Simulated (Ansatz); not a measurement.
Nudged elastic band, with input and output: C₂H₁₁B₂NSi (part 2 of 2)

Continued. System: C₂H₁₁B₂NSi. Method: RKS PBE/def2-SVP (Ansatz 0.2.0). It belongs to a series of runs on one base structure; here: band between the two ends.

Geometry of the input (Å):
```
B  -1.7170  -0.5360  -0.0914
C  -0.3070  -1.0593  0.2219
B  0.4365  -1.3219  -1.0963
N  -0.0517  -1.8369  1.3786
Si 0.5233  0.7487  0.5090
C  0.4857  2.1695  -0.7346
H  -2.6638  -0.8978  0.5876
H  -1.8961  0.2601  -0.9914
H  0.3102  -0.5666  -2.0393
H  1.1847  -2.2816  -1.1909
H  -0.5305  -1.5578  2.2369
H  0.9172  -2.1176  1.5407
H  -0.1188  1.1852  1.8035
H  1.9521  0.3992  0.8470
H  1.0136  1.9038  -1.6706
H  0.9947  3.0472  -0.2835
H  -0.5520  2.4612  -0.9871
```

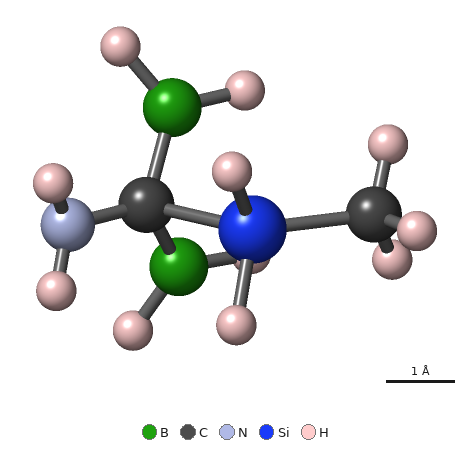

The starting structure (ball-and-stick view, seen at a tilt).

```
Total energy: -12954.80164347 eV, -476.0801793175 hartree
Atom 0 at    -1.673603    -0.522832    -0.089414 Å, force    -0.002936     0.005425     0.004759 eV/Å
Atom 1 at    -0.269827    -1.046811     0.240614 Å, force    -0.000816    -0.004765    -0.012743 eV/Å
Atom 2 at     0.435181    -1.341215    -1.089700 Å, force     0.005792    -0.001469    -0.002632 eV/Å
Atom 3 at     0.006830    -1.761721     1.414855 Å, force     0.003941    -0.000598     0.001963 eV/Å
Atom 4 at     0.518600     0.785733     0.519026 Å, force    -0.000462     0.003206     0.004509 eV/Å
Atom 5 at     0.465736     2.188673    -0.745507 Å, force    -0.001673    -0.000328    -0.000613 eV/Å
Atom 6 at    -2.625520    -0.873423     0.589914 Å, force     0.002515     0.003850     0.004822 eV/Å
Atom 7 at    -1.846045     0.260014    -1.001451 Å, force    -0.001467    -0.002126    -0.002998 eV/Å
Atom 8 at     0.347120    -0.569923    -2.023542 Å, force    -0.000533    -0.001354    -0.001289 eV/Å
Atom 9 at     1.115146    -2.348409    -1.205208 Å, force     0.000456    -0.000031     0.002021 eV/Å
Atom 10 at    -0.602460    -1.687402     2.226461 Å, force    -0.002222    -0.000901     0.000953 eV/Å
Atom 11 at     0.897217    -2.238636     1.537353 Å, force    -0.000237     0.000712     0.000553 eV/Å
Atom 12 at    -0.132973     1.233730     1.803230 Å, force    -0.001596    -0.001580     0.000036 eV/Å
Atom 13 at     1.953338     0.459489     0.849125 Å, force    -0.002385    -0.001016     0.000474 eV/Å
Atom 14 at     0.960579     1.902616    -1.693752 Å, force     0.000161    -0.000101    -0.000735 eV/Å
Atom 15 at     1.005072     3.061897    -0.321477 Å, force     0.000933     0.000587     0.001165 eV/Å
Atom 16 at    -0.573389     2.497621    -0.970327 Å, force     0.000528     0.000489    -0.000245 eV/Å
Dipole moment:     0.171695     0.046941     0.321426 e Å
this run last wrote the band of iteration 14 to [file]; this run last wrote the band within `neb.f_tol` of iteration 13 to [file]
```

**The last band as extended XYZ (Å, eV, eV/Å)**
```
17
Properties=species:S:1:pos:R:3:forces:R:3 image=0 energy=-12954.81196
B    -1.7170   -0.5360   -0.0914    0.0021   0.0071   0.0038
C    -0.3070   -1.0593    0.2219   -0.0034  -0.0084   0.0039
B     0.4365   -1.3219   -1.0963    0.0049  -0.0029   0.0033
N    -0.0517   -1.8369    1.3786   -0.0012   0.0025  -0.0034
Si    0.5233    0.7487    0.5090    0.0039   0.0042  -0.0041
C     0.4857    2.1695   -0.7346   -0.0019  -0.0004   0.0057
H    -2.6638   -0.8978    0.5876    0.0035  -0.0019  -0.0042
H    -1.8961    0.2601   -0.9914   -0.0015  -0.0016  -0.0028
H     0.3102   -0.5666   -2.0393   -0.0006  -0.0011  -0.0029
H     1.1847   -2.2816   -1.1909   -0.0063   0.0090   0.0038
H    -0.5305   -1.5578    2.2369   -0.0001   0.0003   0.0000
H     0.9172   -2.1176    1.5407    0.0018  -0.0004   0.0018
H    -0.1188    1.1852    1.8035    0.0005  -0.0018   0.0003
H     1.9521    0.3992    0.8470    0.0007  -0.0029  -0.0017
H     1.0136    1.9038   -1.6706    0.0017   0.0001  -0.0040
H     0.9947    3.0472   -0.2835   -0.0013  -0.0044   0.0021
H    -0.5520    2.4612   -0.9871   -0.0027   0.0025  -0.0016
17
Properties=species:S:1:pos:R:3:forces:R:3 image=1 energy=-12954.81191
B    -1.7033   -0.5310   -0.1013    0.0031   0.0015   0.0022
C    -0.2969   -1.0597    0.2184   -0.0032  -0.0070   0.0101
B     0.4395   -1.3384   -1.1003    0.0050   0.0041   0.0005
N    -0.0483   -1.8360    1.3785    0.0022   0.0075  -0.0018
Si    0.5185    0.7518    0.5137    0.0014  -0.0006  -0.0025
C     0.4733    2.1747   -0.7269   -0.0015  -0.0015  -0.0020
H    -2.6513   -0.8782    0.5836    0.0000   0.0014   0.0001
H    -1.8786    0.2529   -1.0126   -0.0006  -0.0010  -0.0012
H     0.3336   -0.5787   -2.0424   -0.0009  -0.0015  -0.0005
H     1.1621   -2.3166   -1.1957   -0.0003  -0.0003  -0.0013
H    -0.5372   -1.5569    2.2314   -0.0008  -0.0018  -0.0033
H     0.9224   -2.1032    1.5531   -0.0026  -0.0012  -0.0021
H    -0.1200    1.1825    1.8117   -0.0010   0.0001  -0.0002
H     1.9501    0.4065    0.8448   -0.0014  -0.0009  -0.0005
H     0.9703    1.9016   -1.6778   -0.0003   0.0003   0.0009
H     1.0120    3.0405   -0.2878    0.0005   0.0012   0.0013
H    -0.5650    2.4875   -0.9502    0.0005  -0.0003   0.0003
17
Properties=species:S:1:pos:R:3:forces:R:3 image=2 energy=-12954.81104
B    -1.6855   -0.5270   -0.0978    0.0013   0.0030   0.0036
C    -0.2814   -1.0583    0.2264   -0.0056   0.0076   0.0085
B     0.4345   -1.3432   -1.1013    0.0064  -0.0008  -0.0124
N    -0.0366   -1.8368    1.3812   -0.0040  -0.0166  -0.0033
Si    0.5123    0.7662    0.5211    0.0016  -0.0039  -0.0012
C     0.4693    2.1780   -0.7334   -0.0044  -0.0042  -0.0015
H    -2.6366   -0.8778    0.5811    0.0016   0.0069   0.0034
H    -1.8566    0.2627   -1.0046   -0.0033  -0.0037  -0.0063
H     0.3451   -0.5698   -2.0337    0.0006  -0.0031  -0.0007
H     1.1228   -2.3439   -1.2152    0.0016   0.0014  -0.0018
H    -0.5480   -1.5944    2.2311    0.0069   0.0143  -0.0020
H     0.9250   -2.1317    1.5561    0.0034   0.0158   0.0015
H    -0.1354    1.2072    1.8110   -0.0044  -0.0064   0.0013
H     1.9445    0.4346    0.8632   -0.0053  -0.0062   0.0008
H     0.9621    1.8942   -1.6834    0.0001  -0.0008   0.0031
H     1.0133    3.0458   -0.3048    0.0010  -0.0014   0.0050
H    -0.5681    2.4936   -0.9568    0.0024  -0.0018   0.0020
17
Properties=species:S:1:pos:R:3:forces:R:3 image=3 energy=-12954.80588
B    -1.6784   -0.5241   -0.0923   -0.0006   0.0034  -0.0013
C    -0.2757   -1.0542    0.2361   -0.0001   0.0013   0.0004
B     0.4359   -1.3404   -1.0932   -0.0013  -0.0040  -0.0099
N    -0.0221   -1.8122    1.3941   -0.0201  -0.0416  -0.0162
Si    0.5162    0.7777    0.5186   -0.0041  -0.0052  -0.0010
C     0.4669    2.1847   -0.7420   -0.0018  -0.0033   0.0012
H    -2.6311   -0.8769    0.5839   -0.0010   0.0080   0.0046
H    -1.8481    0.2641   -1.0003   -0.0022  -0.0004  -0.0023
H     0.3476   -0.5664   -2.0249    0.0036   0.0013  -0.0009
H     1.1182   -2.3453   -1.2095    0.0048   0.0023  -0.0020
H    -0.5759   -1.6445    2.2329    0.0162   0.0280   0.0049
H     0.9113   -2.1899    1.5499    0.0110   0.0312   0.0091
H    -0.1308    1.2244    1.8065   -0.0023  -0.0078   0.0013
H     1.9503    0.4506    0.8542   -0.0040  -0.0065   0.0034
H     0.9610    1.8999   -1.6910    0.0002  -0.0018   0.0023
H     1.0073    3.0564   -0.3165    0.0006  -0.0032   0.0043
H    -0.5717    2.4956   -0.9666    0.0011  -0.0017   0.0020
17
Properties=species:S:1:pos:R:3:forces:R:3 image=4 energy=-12954.80160
B    -1.6736   -0.5228   -0.0894   -0.0029   0.0054   0.0048
C    -0.2698   -1.0468    0.2406   -0.0008  -0.0048  -0.0127
B     0.4352   -1.3412   -1.0897    0.0058  -0.0015  -0.0026
N     0.0068   -1.7617    1.4149    0.0039  -0.0006   0.0020
Si    0.5186    0.7857    0.5190   -0.0005   0.0032   0.0045
C     0.4657    2.1887   -0.7455   -0.0017  -0.0003  -0.0006
H    -2.6255   -0.8734    0.5899    0.0025   0.0039   0.0048
H    -1.8460    0.2600   -1.0015   -0.0015  -0.0021  -0.0030
H     0.3471   -0.5699   -2.0235   -0.0005  -0.0014  -0.0013
H     1.1151   -2.3484   -1.2052    0.0005   0.0000   0.0020
H    -0.6025   -1.6874    2.2265   -0.0022  -0.0009   0.0010
H     0.8972   -2.2386    1.5374   -0.0002   0.0007   0.0006
H    -0.1330    1.2337    1.8032   -0.0016  -0.0016   0.0000
H     1.9533    0.4595    0.8491   -0.0024  -0.0010   0.0005
H     0.9606    1.9026   -1.6938    0.0002  -0.0001  -0.0007
H     1.0051    3.0619   -0.3215    0.0009   0.0006   0.0012
H    -0.5734    2.4976   -0.9703    0.0005   0.0005  -0.0002
17
Properties=species:S:1:pos:R:3:forces:R:3 image=5 energy=-12954.80705
B    -1.6737   -0.5245   -0.0881    0.0025   0.0013   0.0030
C    -0.2666   -1.0373    0.2425    0.0093   0.0120   0.0121
B     0.4346   -1.3407   -1.0869   -0.0008  -0.0026  -0.0015
N     0.0366   -1.7069    1.4380    0.0436   0.0737   0.0227
Si    0.5237    0.7905    0.5227    0.0032   0.0083   0.0024
C     0.4665    2.1890   -0.7465   -0.0026  -0.0001  -0.0022
H    -2.6246   -0.8816    0.5898    0.0051   0.0017   0.0100
H    -1.8501    0.2565   -1.0011   -0.0068  -0.0088  -0.0038
H     0.3431   -0.5746   -2.0247   -0.0014  -0.0090  -0.0030
H     1.1132   -2.3494   -1.1998    0.0036  -0.0012   0.0090
H    -0.6223   -1.7178    2.2134   -0.0300  -0.0441  -0.0207
H     0.8796   -2.2707    1.5220   -0.0258  -0.0456  -0.0216
H    -0.1315    1.2403    1.8031   -0.0044   0.0062  -0.0003
H     1.9588    0.4637    0.8456    0.0037   0.0051  -0.0039
H     0.9607    1.9020   -1.6949   -0.0001   0.0001  -0.0004
H     1.0061    3.0632   -0.3244    0.0003   0.0029  -0.0016
H    -0.5729    2.4978   -0.9706    0.0007   0.0001  -0.0003
17
Properties=species:S:1:pos:R:3:forces:R:3 image=6 energy=-12954.82135
B    -1.6729   -0.5254   -0.0859    0.0068  -0.0007   0.0083
C    -0.2618   -1.0263    0.2447    0.0146   0.0254   0.0159
B     0.4358   -1.3404   -1.0837   -0.0025  -0.0057   0.0045
N     0.0642   -1.6591    1.4601    0.0601   0.0987   0.0387
Si    0.5288    0.7958    0.5283    0.0094   0.0144   0.0097
C     0.4669    2.1894   -0.7461   -0.0032  -0.0014  -0.0026
H    -2.6217   -0.8865    0.5931    0.0091  -0.0029   0.0132
H    -1.8550    0.2515   -1.0014   -0.0114  -0.0149  -0.0037
H     0.3409   -0.5812   -2.0270   -0.0020  -0.0152  -0.0041
H     1.1135   -2.3505   -1.1929    0.0029  -0.0013   0.0170
H    -0.6407   -1.7493    2.1907   -0.0388  -0.0651  -0.0473
H     0.8553   -2.3002    1.5016   -0.0511  -0.0618  -0.0401
H    -0.1318    1.2475    1.8042   -0.0027   0.0159   0.0010
H     1.9645    0.4696    0.8441    0.0104   0.0139  -0.0045
H     0.9610    1.9020   -1.6945   -0.0005  -0.0013  -0.0012
H     1.0065    3.0643   -0.3254   -0.0009   0.0037  -0.0042
H    -0.5727    2.4983   -0.9697   -0.0005  -0.0015  -0.0006
17
Properties=species:S:1:pos:R:3:forces:R:3 image=7 energy=-12954.83649
B    -1.6705   -0.5252   -0.0820    0.0087  -0.0035   0.0092
C    -0.2543   -1.0114    0.2488    0.0106   0.0273   0.0025
B     0.4380   -1.3395   -1.0790   -0.0018  -0.0073   0.0124
N     0.0853   -1.6249    1.4783    0.0331   0.0569   0.0316
Si    0.5361    0.8046    0.5365    0.0113   0.0176   0.0140
C     0.4668    2.1898   -0.7462   -0.0002   0.0015  -0.0013
H    -2.6153   -0.8932    0.5994    0.0122  -0.0062   0.0138
H    -1.8624    0.2447   -1.0015   -0.0122  -0.0133   0.0004
H     0.3409   -0.5906   -2.0301    0.0007  -0.0143  -0.0059
H     1.1128   -2.3528   -1.1811   -0.0005  -0.0010   0.0204
H    -0.6587   -1.7805    2.1604   -0.0289  -0.0509  -0.0502
H     0.8258   -2.3279    1.4765   -0.0454  -0.0480  -0.0401
H    -0.1298    1.2601    1.8072    0.0042   0.0224   0.0039
H     1.9730    0.4813    0.8453    0.0147   0.0209   0.0006
H     0.9607    1.9007   -1.6941   -0.0010  -0.0033  -0.0021
H     1.0057    3.0671   -0.3290   -0.0027   0.0043  -0.0084
H    -0.5733    2.4970   -0.9693   -0.0028  -0.0032  -0.0011
17
Properties=species:S:1:pos:R:3:forces:R:3 image=8 energy=-12954.84626
B    -1.6671   -0.5244   -0.0772    0.0050   0.0016   0.0094
C    -0.2458   -0.9950    0.2543    0.0022   0.0236  -0.0188
B     0.4410   -1.3374   -1.0728    0.0029  -0.0031   0.0118
N     0.0937   -1.6128    1.4872    0.0141   0.0166   0.0234
Si    0.5454    0.8175    0.5456    0.0074   0.0055   0.0138
C     0.4666    2.1913   -0.7480   -0.0026   0.0028  -0.0013
H    -2.6049   -0.9048    0.6073    0.0081  -0.0078   0.0070
H    -1.8726    0.2416   -0.9970   -0.0074  -0.0057   0.0027
H     0.3473   -0.5999   -2.0332    0.0036  -0.0070  -0.0031
H     1.1093   -2.3564   -1.1631   -0.0043  -0.0019   0.0128
H    -0.6779   -1.8103    2.1285   -0.0200  -0.0281  -0.0262
H     0.7964   -2.3544    1.4490   -0.0210  -0.0308  -0.0234
H    -0.1215    1.2796    1.8132    0.0081   0.0174   0.0027
H     1.9843    0.5007    0.8510    0.0090   0.0179   0.0036
H     0.9589    1.8972   -1.6952   -0.0011  -0.0038  -0.0029
H     1.0031    3.0738   -0.3389   -0.0024   0.0063  -0.0097
H    -0.5753    2.4930   -0.9702   -0.0016  -0.0037  -0.0019
17
Properties=species:S:1:pos:R:3:forces:R:3 image=9 energy=-12954.85072
B    -1.6631   -0.5233   -0.0742   -0.0005   0.0022   0.0085
C    -0.2382   -0.9785    0.2630    0.0040  -0.0018  -0.0183
B     0.4444   -1.3302   -1.0642   -0.0120  -0.0069  -0.0011
N     0.0940   -1.6142    1.4927    0.0059   0.0065   0.0107
Si    0.5572    0.8299    0.5548    0.0081   0.0078   0.0038
C     0.4649    2.1907   -0.7521   -0.0009   0.0014   0.0013
H    -2.5965   -0.9269    0.6034    0.0024  -0.0060   0.0010
H    -1.8793    0.2486   -0.9864   -0.0012  -0.0005   0.0021
H     0.3584   -0.6000   -2.0306    0.0085   0.0028   0.0026
H     1.0994   -2.3584   -1.1471   -0.0001   0.0005   0.0070
H    -0.6964   -1.8354    2.1041   -0.0093  -0.0110  -0.0076
H     0.7702   -2.3794    1.4264   -0.0095  -0.0100  -0.0094
H    -0.1039    1.3012    1.8220    0.0058   0.0085   0.0016
H     1.9987    0.5214    0.8560    0.0039   0.0094   0.0051
H     0.9547    1.8899   -1.6985   -0.0014  -0.0045   0.0001
H     0.9965    3.0820   -0.3561   -0.0023   0.0038  -0.0059
H    -0.5802    2.4821   -0.9733   -0.0015  -0.0022  -0.0014
17
Properties=species:S:1:pos:R:3:forces:R:3 image=10 energy=-12954.85179
B    -1.6584   -0.5231   -0.0690    0.0012   0.0038  -0.0081
C    -0.2299   -0.9656    0.2721   -0.0002  -0.0034   0.0022
B     0.4396   -1.3239   -1.0602   -0.0032   0.0071  -0.0017
N     0.0947   -1.6195    1.4961    0.0034   0.0024   0.0042
Si    0.5669    0.8425    0.5647   -0.0031  -0.0093  -0.0047
C     0.4659    2.1875   -0.7578   -0.0010   0.0012   0.0002
H    -2.5897   -0.9544    0.5944    0.0044  -0.0001   0.0016
H    -1.8819    0.2613   -0.9684   -0.0007   0.0003  -0.0004
H     0.3689   -0.5879   -2.0234    0.0007  -0.0018  -0.0013
H     1.0740   -2.3648   -1.1473   -0.0021   0.0022   0.0031
H    -0.7066   -1.8541    2.0888   -0.0001  -0.0011   0.0002
H     0.7554   -2.3971    1.4108    0.0003  -0.0010   0.0003
H    -0.0920    1.3235    1.8292   -0.0010   0.0016   0.0021
H     2.0095    0.5430    0.8699    0.0019  -0.0004   0.0011
H     0.9653    1.8798   -1.6970    0.0000  -0.0010   0.0012
H     0.9814    3.0927   -0.3725    0.0000  -0.0007  -0.0004
H    -0.5819    2.4597   -0.9902   -0.0006   0.0000   0.0004
```

**Results in brief**

- outcome: converged
- barrier, forward: 0.010 eV
- barrier, backward: 0.050 eV
- hardware: 2 threads of Arm Neoverse V2, 24 GiB of memory available, shared host
- wall time: 6.2 min (CPU time 12 min)
- peak memory: 0.21 GiB

The order of the saddle point was not checked.
